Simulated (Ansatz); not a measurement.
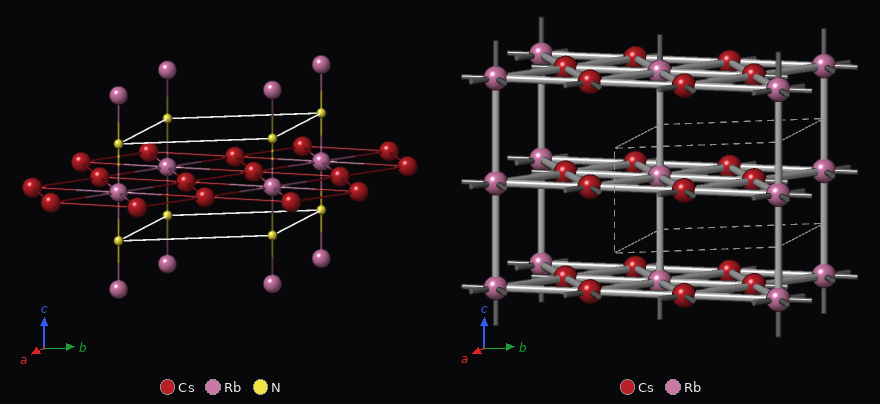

Left: the structure. Right: its underlying net. Nodes are coloured by element. Short stubs are edges that leave the cut-out.

Cs2RbN (space group P6/mmm, No. 191): the geometry relaxed with DFT PBE, scalar-relativistic, plane waves, PAW (Ansatz); the starting structure was generated, so it need not be a known form of this composition.

Bonds are taken as Cs–Cs below 5.4 Å, Cs–Rb below 5.4 Å and N–Rb below 2.9 Å. The graph is simplified in the usual way: terminal and isolated atoms are pruned, two-connected atoms become edges.

The result is a binodal (6,8)-connected, three-periodic net: Cs is a 6-connected node; Rb is an 8-connected node, in the ratio 2:1. N becomes part of the edges. It is a single net, without interpenetration.

```tsv
node	links	point symbol	coordination sequence
Cs	6	3⁶·4⁶·5³	6 18 56 98
Rb	8	3⁶·4⁶·5³·6¹²·8	8 26 56 98
```
